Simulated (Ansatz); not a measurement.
```
atom    x (Å)    y (Å)    z (Å)
   B   0.0059  -0.0988   0.0636
   C  -0.0709  -0.0691   1.6402
   H  -1.0899  -0.1436   2.0349
   H   0.5178  -0.8890   2.0685
   H   0.3700   0.8586   2.0253
   O   1.2636  -0.0834  -0.5007
   H   1.2370  -0.0989  -1.4644
   N  -1.1662  -0.1347  -0.7274
   H  -2.0837  -0.1454  -0.3122
   H  -1.1864  -0.1475  -1.7360
```

Level of theory: RKS PBE0-D4/6-31G* (Ansatz 0.2.0).

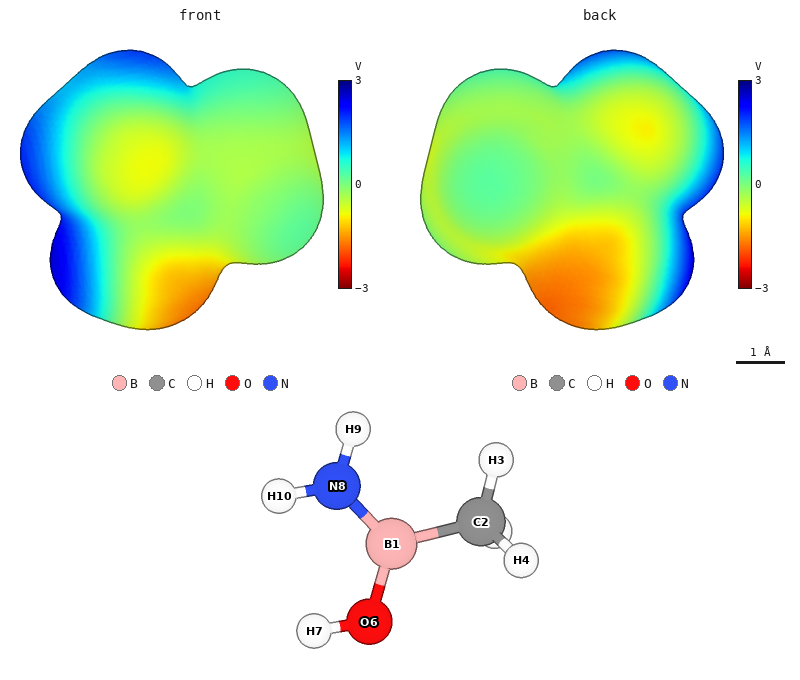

CH6BNO. The molecular electrostatic potential painted on the density surface at 0.002 e/bohr³, seen from the front and from behind; red is negative and blue positive. The bare structure is drawn below in the same view.

> Where is the surface potential most negative and most positive?

The most negative region (about −1.8 V) lies over O6, the most positive (about +2.5 V) over H7. O6 is the likeliest acceptor of a hydrogen bond.
